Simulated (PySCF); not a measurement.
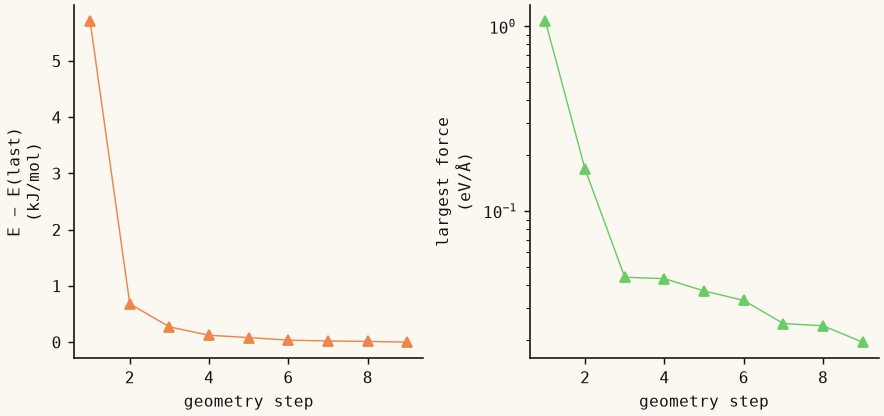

History of a geometry optimisation.

The run: C$_{4}$H$_{10}$OSi (SMILES C1C[SiH2]CCO1), by PySCF, PBE0-D3(BJ)/def2-SVP, geometry optimisation.

> How did the optimisation end?

The optimisation met its thresholds at geometry 9, counting the start as the first. The energy fell by about 5.7 kJ/mol from the first step to the last. The largest force goes from about 1.1 eV/Å at the start to 0.019 eV/Å at the end.
